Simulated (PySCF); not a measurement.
# BF (SMILES [B]F) at BLYP/def2-TZVPPD

What is the vertical electron affinity of BF at BLYP/def2-TZVPPD? The job is set up through a Python script.

The results are computed with PySCF 2.14.0.

5 further runs of the same task are left out: 5 set aside as unsound or not needed.

## Step 1: The system as given

BF has 2 atoms, charge 0, and is taken as a singlet. SMILES: `[B]F`. The shape is that of a GFN2-xTB optimisation.

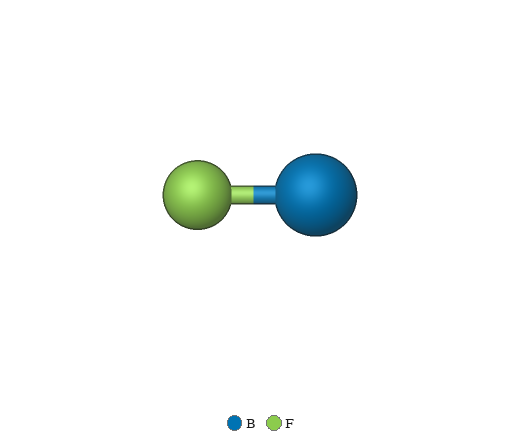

The structure, seen from a chosen angle (boron blue, fluorine green).

## Step 2: The energy at BLYP/def2-TZVPPD

calc.py

```python
from pyscf import gto, dft

mol = gto.Mole()
mol.atom = '''
B      0.000000     0.000000     0.000000
F      0.000000     0.000000     1.244390
'''
mol.verbose = 3
mol.max_memory = 1860
mol.charge = 0
mol.basis = 'def2-tzvppd'
mol.build()

mf = dft.RKS(mol)
mf.xc = 'blyp'
mf.conv_tol = 1e-10
mf.grids.level = 5
mf.kernel()
if not mf.converged:
    mf = mf.newton().run(mf.mo_coeff, mf.mo_occ)

energy = mf.e_tot
print('E(%s) = %.9f' % ('BLYP', energy))
```

Launch:

```
$ OMP_NUM_THREADS=1 python calc.py
```

Log:

```text
converged SCF energy = -124.703518167927
E(BLYP) = -124.703518168
```

Wall time 3.9 s (1 thread of Arm Neoverse V2, shared host); peak memory 0.35 GiB.

## Step 3: The doublet anion, same level

job.py

```python
from pyscf import gto, dft

mol = gto.M(
    atom=[
    ('B', (0.000000, 0.000000, 0.000000)),
    ('F', (0.000000, 0.000000, 1.244390)),
],
    basis='def2-tzvppd',
    charge=-1,
    verbose=3,
    max_memory=1860,
    spin=1,
)

myscf = dft.UKS(mol, xc='blyp')
myscf.conv_tol = 1e-10
myscf.grids.level = 5
myscf.kernel()
if not myscf.converged:
    myscf = myscf.newton().run(myscf.mo_coeff, myscf.mo_occ)

e_final = myscf.e_tot
print('E(%s) = %.9f' % ('BLYP', e_final))
```

Launch:

```
$ OMP_NUM_THREADS=1 python job.py
```

Log:

```text
WARN: HOMO -0.0708145367023391 >= LUMO -0.0708145367023423

WARN: HOMO 0.0827037834289534 >= LUMO 0.0815170916122163

WARN: HOMO 0.0871682850538387 >= LUMO 0.087435905370649

WARN: HOMO 0.0702317045314886 >= LUMO 0.0643820031133965

SCF not converged.
SCF energy = -124.661794939418 after 50 cycles  <S^2> = 0.75314486  2S+1 = 2.0031424
converged SCF energy = -124.661794954853  <S^2> = 0.75314451  2S+1 = 2.003142
E(BLYP) = -124.661794955
```

Wall time 34 s (1 thread of Arm Neoverse V2, shared host); peak memory 0.44 GiB.

## Step 4: Summary of results

At BLYP/def2-TZVPPD:

| quantity | value |
| --- | --- |
| singlet BF: total energy | -124.70352 Eh |
| singlet BF: dipole moment | 1.12 D |
| singlet BF: HOMO energy | -6.64 eV |
| singlet BF: LUMO energy | -1.95 eV |
| singlet BF: HOMO–LUMO gap | 4.69 eV |
| doublet anion: total energy | -124.66179 Eh |
| doublet anion: HOMO energy (highest over α and β) | 3.19 eV |
| doublet anion: LUMO energy (lowest over α and β) | 3.38 eV |
| doublet anion: ⟨S²⟩ | 0.753 |
| vertical electron affinity (to the doublet anion) | -1.135 eV |

The anion lies 1.14 eV (26 kcal/mol) above the neutral: the electron isn't bound at this level, and such a value depends on the basis. The HOMO (doublet anion) lies at positive energy, 3.19 eV, as semi-local functionals often give for anions; only total energies tell whether the electron is bound.
